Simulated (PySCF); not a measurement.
# HOF (hypofluorous acid): levels of theory compared

Aim: a comparison of 6 runs (B2PLYP/aug-cc-pVTZ, BLYP/aug-cc-pVTZ, CAM-B3LYP/aug-cc-pVTZ, TPSS/aug-cc-pVTZ, wB97X/aug-cc-pVTZ, SCS-MP2/aug-cc-pVTZ) of HOF (hypofluorous acid). Input form: a Python script.

Program for the calculation: PySCF 2.14.0.

1 further run of the same task is left out (set aside as unsound or not needed).

## (1) Starting point

HOF has 3 atoms, charge 0, and is taken as a singlet. As SMILES, `OF`. One bond was lengthened or shortened from a relaxed shape.

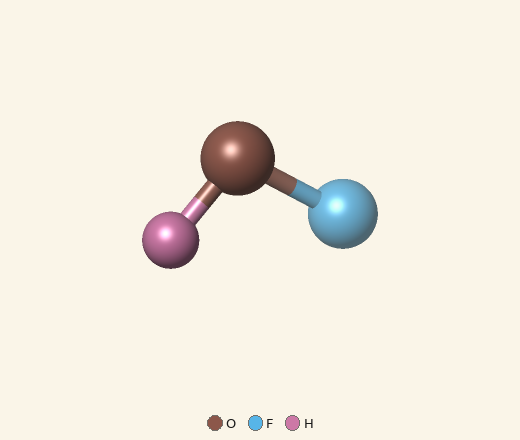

The structure, seen from a chosen angle (oxygen brown, fluorine blue, hydrogen pink).

## (2) A single-point energy at B2PLYP/aug-cc-pVTZ (run 1)

File geometry.xyz:

```xyz
3

O      0.506939    -0.103237     0.270703
F     -0.119491     1.114343     0.057083
H     -0.202430    -0.823300    -0.203980
```

File job.py:

```python
from pyscf import gto, dft, mp

mol = gto.M(
    atom='geometry.xyz',
    basis='aug-cc-pvtz',
    verbose=4,
    spin=0,
    charge=0,
    max_memory=1860,
)

myscf = dft.RKS(mol)
myscf.xc = '0.53*HF + 0.47*B88, 0.73*LYP'
myscf.conv_tol = 1e-10
myscf.grids.level = 5
myscf.kernel()
if not myscf.converged:
    myscf = myscf.newton().run(myscf.mo_coeff, myscf.mo_occ)

pt = mp.MP2(myscf, frozen=2).run()
e_final = myscf.e_tot + 0.27 * pt.e_corr
print('PT2 part  %.8f' % (0.27 * pt.e_corr))
print('E = %.10f Eh' % e_final)
```

On the command line:

```bash
$ OMP_NUM_THREADS=1 python job.py
```

The log of the run:

```text
PySCF version 2.14.0

[INPUT] num. atoms = 3
[INPUT] num. electrons = 18
[INPUT] charge = 0
[INPUT] spin (= nelec alpha-beta = 2S) = 0
[INPUT] symmetry False subgroup None
[INPUT] Mole.unit = angstrom
[INPUT] Symbol           X                Y                Z      unit          X                Y                Z       unit  Magmom
[INPUT]  1 O      0.506939000000  -0.103237000000   0.270703000000 AA    0.957975871861  -0.195089655922   0.511554531098 Bohr   0.0
[INPUT]  2 F     -0.119491000000   1.114343000000   0.057083000000 AA   -0.225805264350   2.105803078826   0.107871236369 Bohr   0.0
[INPUT]  3 H     -0.202430000000  -0.823300000000  -0.203980000000 AA   -0.382537259396  -1.555811518354  -0.385466334889 Bohr   0.0

nuclear repulsion = 33.7176636152388
number of shells = 35
number of NR pGTOs = 141
number of NR cGTOs = 115
basis = aug-cc-pvtz
ecp = {}

******** <class 'pyscf.dft.rks.RKS'> ********
method = RKS
initial guess = minao
damping factor = 0
level_shift factor = 0
DIIS = <class 'pyscf.scf.diis.CDIIS'>
diis_start_cycle = 1
diis_space = 8
diis_damp = 0
SCF conv_tol = 1e-10
SCF conv_tol_grad = None
SCF max_cycles = 50
direct_scf = True
direct_scf_tol = 1e-13
XC library pyscf.dft.libxc version 7.0.0
    S. Lehtola, C. Steigemann, M. J.T. Oliveira, and M. A.L. Marques.,  SoftwareX 7, 1–5 (2018)
XC functionals = 0.53*HF + 0.47*B88, 0.73*LYP
    A. D. Becke.,  Phys. Rev. A 38, 3098 (1988)
    C. Lee, W. Yang, and R. G. Parr.,  Phys. Rev. B 37, 785 (1988)
    B. Miehlich, A. Savin, H. Stoll, and H. Preuss.,  Chem. Phys. Lett. 157, 200 (1989)
radial grids:
    Treutler-Ahlrichs [JCP 102, 346 (1995); DOI:10.1063/1.469408] (M4) radial grids

becke partition: Becke, JCP 88, 2547 (1988); DOI:10.1063/1.454033
pruning grids: <function nwchem_prune>
grids dens level: 5
symmetrized grids: False
atomic radii adjust function: <function treutler_atomic_radii_adjust>
small_rho_cutoff = 0
Set gradient conv threshold to 1e-05
Initial guess from minao.
tot grids = 110400
init E= -175.254956013621
  HOMO = -0.356349070700967  LUMO = -0.100428754371789  gap/eV = 6.96395
cycle= 1 E= -175.306201658807  delta_E= -0.0512  |g|= 0.351  |ddm|= 1.09
  HOMO = -0.387312836558053  LUMO = -0.0226544419939732  gap/eV = 9.92286
cycle= 2 E= -175.322897614585  delta_E= -0.0167  |g|= 0.21  |ddm|= 0.262
  HOMO = -0.409642619746291  LUMO = -0.0118948356876523  gap/eV = 10.82327
cycle= 3 E= -175.328031882353  delta_E= -0.00513  |g|= 0.0803  |ddm|= 0.0964
  HOMO = -0.409568778065307  LUMO = -0.0101387372108679  gap/eV = 10.86905
cycle= 4 E= -175.328853969669  delta_E= -0.000822  |g|= 0.0218  |ddm|= 0.0338
  HOMO = -0.406190401370099  LUMO = -0.00905877933096555  gap/eV = 10.80650
cycle= 5 E= -175.328923677759  delta_E= -6.97e-05  |g|= 0.00723  |ddm|= 0.012
  HOMO = -0.407930195275783  LUMO = -0.00907207866326587  gap/eV = 10.85348
cycle= 6 E= -175.328933564652  delta_E= -9.89e-06  |g|= 0.000913  |ddm|= 0.0036
  HOMO = -0.407819299497586  LUMO = -0.00904394536683739  gap/eV = 10.85123
cycle= 7 E= -175.328933856564  delta_E= -2.92e-07  |g|= 0.000201  |ddm|= 0.000863
  HOMO = -0.407826945316749  LUMO = -0.00903139215293081  gap/eV = 10.85178
cycle= 8 E= -175.32893387091  delta_E= -1.43e-08  |g|= 3.19e-05  |ddm|= 0.000192
  HOMO = -0.407828045477471  LUMO = -0.00903154473815881  gap/eV = 10.85181
cycle= 9 E= -175.328933871645  delta_E= -7.35e-10  |g|= 9.47e-06  |ddm|= 5.28e-05
  HOMO = -0.407827204152653  LUMO = -0.00903130288512877  gap/eV = 10.85179
cycle= 10 E= -175.328933871699  delta_E= -5.4e-11  |g|= 2.36e-06  |ddm|= 1.37e-05
  HOMO = -0.407827196825936  LUMO = -0.0090314010126864  gap/eV = 10.85179
Extra cycle  E= -175.328933871704  delta_E= -4.97e-12  |g|= 1.28e-06  |ddm|= 3.78e-06
converged SCF energy = -175.328933871704

******** <class 'pyscf.mp.mp2.RMP2'> ********
nocc = 7, nmo = 113
frozen orbitals 2
E(RMP2) = -175.956549997959  E_corr = -0.627616126255023
E(SCS-RMP2) = -175.945133551527  E_corr = -0.616199679823069
E_corr(same-spin) = -0.158007313480337
E_corr(oppo-spin) = -0.469608812774686
PT2 part  -0.16945635
E = -175.4983902258 Eh
```

Wall time 11 s (1 thread of Arm Neoverse V1, shared host); peak memory 0.58 GiB.

## (3) A single-point energy at BLYP/aug-cc-pVTZ (run 2)

File input.py:

```python
from pyscf import gto, dft

mol = gto.Mole()
mol.atom = '''
O        0.506939      -0.103237       0.270703
F       -0.119491       1.114343       0.057083
H       -0.202430      -0.823300      -0.203980
'''
mol.basis = 'aug-cc-pvtz'
mol.spin = 0
mol.verbose = 3
mol.max_memory = 1860
mol.build()

myscf = dft.RKS(mol)
myscf.xc = 'blyp'
myscf.grids.level = 5
myscf.conv_tol = 1e-10
myscf.kernel()
if not myscf.converged:
    myscf = myscf.newton().run(myscf.mo_coeff, myscf.mo_occ)

energy = myscf.e_tot
print('Final energy', energy)
```

On the command line:

```bash
$ OMP_NUM_THREADS=1 python input.py
```

The log of the run:

```text
converged SCF energy = -175.59123509449
Final energy -175.5912350944902
```

Run time: 9.6 s. Hardware: 1 thread of Arm Neoverse V1, shared host; peak memory 0.58 GiB.

Runs 3 to 5 aren't shown in full; the table further down has their settings and results.

## (4) A single-point energy at SCS-MP2/aug-cc-pVTZ (run 6)

File run.py:

```python
from pyscf import gto, scf, mp

mol = gto.Mole()
mol.atom = [
    ('O', (0.506939, -0.103237, 0.270703)),
    ('F', (-0.119491, 1.114343, 0.057083)),
    ('H', (-0.202430, -0.823300, -0.203980)),
]
mol.basis = 'aug-cc-pvtz'
mol.verbose = 3
mol.max_memory = 1860
mol.charge = 0
mol.spin = 0
mol.build()

calc0 = scf.RHF(mol)
calc0.conv_tol = 1e-10
calc0.kernel()
if not calc0.converged:
    calc0 = calc0.newton().run(calc0.mo_coeff, calc0.mo_occ)

pt = mp.MP2(calc0, frozen=2).run()
e_final = calc0.e_tot + 1.2 * pt.e_corr_os + pt.e_corr_ss / 3
print('Final energy', e_final)
```

On the command line:

```bash
$ OMP_NUM_THREADS=1 python run.py
```

The log of the run:

```text
converged SCF energy = -174.789054636363
E(RMP2) = -175.310988123221  E_corr = -0.521933486858525
E(SCS-RMP2) = -175.301906335831  E_corr = -0.512851699468102
Final energy -175.30190633583067
```

Run time: 3.6 s. Hardware: 1 thread of Arm Neoverse V1, shared host; peak memory 0.32 GiB.

## (5) Overview of the runs

| run | level | frozen core orbitals | integration grid | energy (Eh) | dipole moment (D) of the reference | HOMO energy (eV) | LUMO energy (eV) | wall time |
| --- | --- | --- | --- | --- | --- | --- | --- | --- |
| 1 | B2PLYP/aug-cc-pVTZ | 2 | 5 | -175.498390 | 2.16 | -11.10 | -0.25 | 11 s |
| 2 | BLYP/aug-cc-pVTZ | – | 5 | -175.591235 | 1.92 | -6.96 | -2.50 | 9.6 s |
| 3 | CAM-B3LYP/aug-cc-pVTZ | – | 5 | -175.550118 | 2.09 | -10.65 | -0.36 | 17 s |
| 4 | TPSS/aug-cc-pVTZ | – | 5 | -175.616580 | 1.93 | -7.11 | -2.23 | 23 s |
| 5 | wB97X/aug-cc-pVTZ | – | 5 | -175.551175 | 2.06 | -11.59 | 0.76 | 17 s |
| 6 | SCS-MP2/aug-cc-pVTZ | 2 | – | -175.301906 | 2.31 | -14.43 | 0.69 | 3.6 s |

## (6) Outcome

```
                                          quantity          value
                               run 6: total energy  -175.30191 Eh
       run 6: dipole moment (Hartree–Fock density)         2.31 D
        run 6: HOMO energy (Hartree–Fock orbitals)      -14.43 eV
        run 6: LUMO energy (Hartree–Fock orbitals)        0.69 eV
      run 6: HOMO–LUMO gap (Hartree–Fock orbitals)       15.12 eV
run 6: correlation energy (2 core orbitals frozen)     -512.9 mEh
```

**Reading.** Over runs 1, 2, 3, 4, 5 the dipole moment (its size) runs from 1.92 D (BLYP/aug-cc-pVTZ) to 2.16 D (B2PLYP/aug-cc-pVTZ). A double hybrid's value is that of its SCF part. Over runs 1, 2, 3, 4, 5 the HOMO–LUMO gap runs from 4.47 eV (BLYP/aug-cc-pVTZ) to 12.35 eV (wB97X/aug-cc-pVTZ). Totals of different functionals can't be ranked against each other. All runs together took 81 s, the longest 23 s.
